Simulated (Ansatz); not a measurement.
## Fields on a plane of ZnCu (CsCl type)

```xyz
2
Lattice="2.9188 0.0000 0.0000 0.0000 2.9188 0.0000 0.0000 0.0000 2.9188" Properties=species:S:1:pos:R:3 pbc="T T T"
Zn     0.0000     0.0000     0.0000
Cu     1.4594     1.4594     1.4594
```

The slice is a {210} plane (indices of the conventional cell) through the point (0.500, 0.500, 0.500) (fractional), spanned by u = [100] and v = [021] in vectors of this cell: u (2.92 Å) and v (6.53 Å, at 90° to u). It covers one period; positions are fractions (u, v).

Atoms on it: Cu at (0.00, 0.00). Other atoms lie within 1 Å of the plane.

The numbers are results of r2SCAN (plane waves to 500 eV, PAW, scalar-relativistic; Ansatz, an electronic-structure program), not measurements. k mesh 16×16×16. These are valence fields of a PAW run, semicore shells included where kept as valence: close to a nucleus they are smooth pseudo fields. ZnCu is run without spin polarisation. ZnCu was relaxed with its symmetry unable to fall.

```tsv
v \ u	0.00	0.18	0.36	0.55	0.73	0.91
0.88	0.18	0.17	0.28	0.30	0.21	0.17
0.75	0.34	0.24	0.18	0.15	0.20	0.32
0.62	0.28	0.26	0.20	0.18	0.21	0.29
0.50	0.27	0.32	0.33	0.32	0.34	0.29
0.38	0.28	0.26	0.20	0.18	0.21	0.29
0.25	0.34	0.24	0.18	0.15	0.20	0.32
0.12	0.18	0.17	0.28	0.30	0.21	0.17
0.00	x	0.32	0.16	0.25	0.18	x
```

Values: electron localisation function (ELF). Points within 0.5 Å of a nucleus are blanked (x), as the pseudised field means little there.

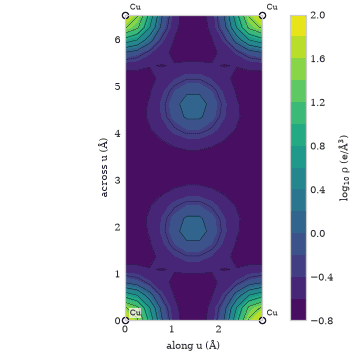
Fig. 1. Log₁₀ of the valence density in e/Å³, one period of the plane, atoms marked. The scale is logarithmic, as a density can span decades between atoms and voids.
